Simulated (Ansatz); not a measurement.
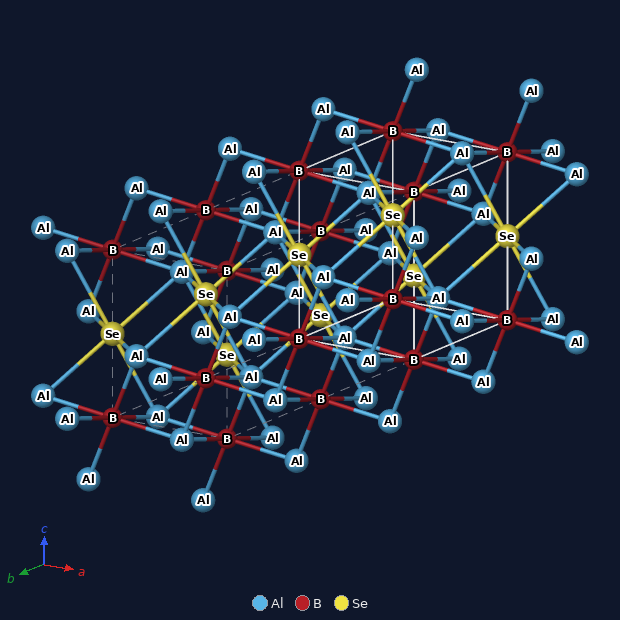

The compound is Al2BSe (space group P-3m1, No. 164), taken as the end point of a relaxation with DFT PBE, scalar-relativistic, plane waves, PAW in Ansatz 0.2.0; the starting structure was generated, so it need not be a known form of this composition.

Bonds are taken as Al–B below 2.5 Å and Al–Se below 3.1 Å. Atoms with one bond or none are removed and atoms with two bonds are replaced by edges, until no such atom is left.

### What kind of net remains, and which atoms are its nodes?

A binodal (6,6)-connected, three-periodic net: Al is a 6-connected node; B and Se are 6-connected nodes, in the ratio 1:1.

### Which named net is it?

It is the nia net, known from NiAs.

### Is the net interpenetrated?

It is a single net, without interpenetration.

### Give the first ten terms of the coordination sequence (nodes one, two, three … edges away).

Al: 6, 18, 42, 74, 114, 162, 222, 290, 366, 450; B and Se: 6, 20, 42, 74, 114, 164, 222, 290, 366, 452.
